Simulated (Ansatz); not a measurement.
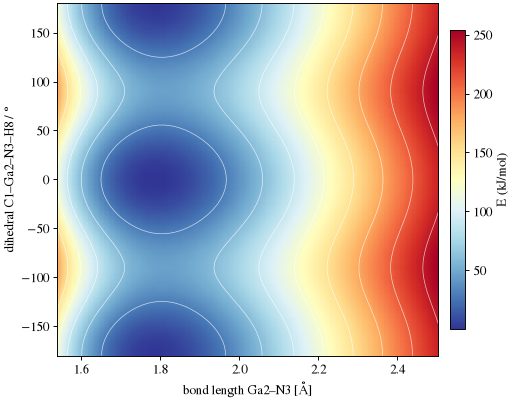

Energy landscape of CH5FGaN, SMILES [CH3][Ga]([NH2])[F]. First axis: bond length Ga2–N3. Second axis: dihedral C1–Ga2–N3–H8. Nothing is relaxed (all other coordinates rigid). Grid: 13 × 12 points. All energies are given in kJ/mol relative to the relaxed molecule at the same level. Level of theory: RKS SPW92 (LDA)/def2-TZVP (Ansatz 0.2.0).

The picture shows a smooth colour map with a few white contour lines. Between grid points the surface is interpolated. 

Summarise what can be read from the map.

The lowest grid point is at bond length Ga2–N3 = 1.780 Å, dihedral C1–Ga2–N3–H8 = 0°, 0.09 kJ/mol from the relaxed molecule at the same level; the map holds 2 wells of about this depth. The highest grid point, bond length Ga2–N3 = 2.504 Å, dihedral C1–Ga2–N3–H8 = 90°, lies 254 kJ/mol above the lowest. On the interpolated surface the easiest way out of the lowest well to the well at bond length Ga2–N3 = 1.780 Å, dihedral C1–Ga2–N3–H8 = −180° passes a barrier of about 46 kJ/mol. Round the minimum the two coordinates are nearly uncoupled.

The values on the grid:

```csv
"dihedral C1–Ga2–N3–H8 ↓, bond length Ga2–N3 →",1.538,1.619,1.699,1.780,1.860,1.941,2.021,2.101,2.182,2.262,2.343,2.423,2.504
150,135,61,24,11,16,32,55,83,114,145,177,209,240
120,166,89,49,34,37,51,72,98,127,158,189,219,249
90,183,105,64,47,48,61,81,107,135,165,195,225,254
60,166,89,49,34,36,50,72,98,127,157,189,219,249
30,134,60,23,11,15,31,55,82,113,145,177,208,239
0,120,47,11,0,6,23,47,75,107,139,172,204,235
−30,134,60,23,11,15,31,55,82,113,145,177,208,239
−60,166,89,49,34,36,50,72,98,127,158,189,219,249
−90,183,105,64,47,48,61,81,107,135,165,195,225,254
−120,166,89,49,34,37,51,72,98,127,158,189,219,249
−150,135,61,24,11,16,32,55,83,114,145,177,209,240
−180,121,48,12,1,6,23,47,76,107,139,172,204,235
```

Each point was launched as `ansatz run input.yaml --threads 1 --pin off --max-ram 2560MiB --backend cpu --events-out ev --progress --plain --runs-dir out`. The whole map (156 points run) took 10 min on 1 thread of Arm Neoverse V1, with other jobs on the host.
